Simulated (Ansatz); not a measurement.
KTaO3 (cubic perovskite), scan of one atom of the cell

Starting cell, KTaO₃ (cubic perovskite):

```yaml
crystal:
  lattice:
    - [4.02318, 0.00000, 0.00000]
    - [0.00000, 4.02318, 0.00000]
    - [0.00000, 0.00000, 4.02318]
  atoms:
    - { symbol: K, position: [0.00000, 0.00000, 0.00000] }
    - { symbol: Ta, position: [0.50000, 0.50000, 0.50000] }
    - { symbol: O, position: [0.00000, 0.50000, 0.50000] }
    - { symbol: O, position: [0.50000, 0.50000, 0.00000] }
    - { symbol: O, position: [0.50000, 0.00000, 0.50000] }
```

Scan: atom 2 (Ta, nearest neighbour O at 2.012 Å; its periodic images, 4.0 Å or more away, move with it) is displaced along Cartesian z, direction (0.000, 0.000, 1.000) in Cartesian axes, by s. The other atoms stay.

All values below come from PBE (plane waves to 420 eV, PAW, scalar-relativistic; Ansatz, a program for electronic structure). k mesh 7×7×7 (Γ-centred), Fermi-Dirac smearing 0.05 eV. Energies are smeared free energies. Left out: 4 of 11 points, with atoms too close for the PAW data. KTaO3 is run without spin polarisation. KTaO3 was relaxed with its symmetry unable to fall. Spin-orbit coupling is left out, though Ta is heavy. The PAW data are Ansatz's earlier set. The zero of ΔE is the undisplaced structure.

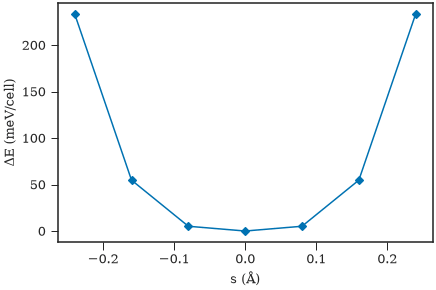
Figure: ΔE (meV/cell) against s (Å); computed points joined by lines.

The force along the line at s = -0.240 Å is 3.50 eV/Å and the energy at s = 0.240 Å is 233.5 meV/cell. Symmetry of the curve: even: the same for both signs. Shape of the curve: a single well with its minimum at or next to zero displacement.

With its periodic images moving along, the atom's site symmetry in this cell is m-3m.

(For displaced atoms, the force is minus the slope of the energy, and its curvature is a force constant, which sets phonon frequencies.)
